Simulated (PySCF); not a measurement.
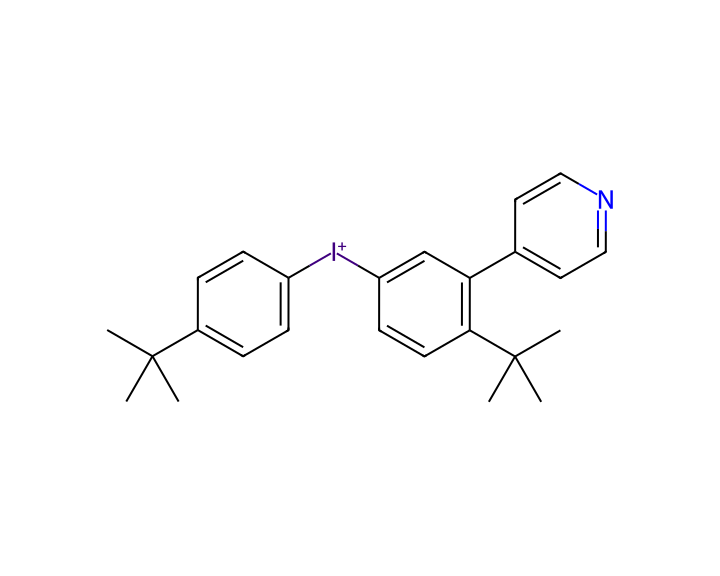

Figure made from data computed with PySCF.

Skeletal drawing of a molecule. The species has charge +1 and is a spin singlet.

> Give its SMILES.

CC(C)(C)c1ccc([I+]c2ccc(C(C)(C)C)c(-c3ccncc3)c2)cc1

> What is the molecular formula?

C25H29IN, charge +1.

> An optimisation with GFN2-xTB gave a structure of which point group?

C1. Other conformers may differ.
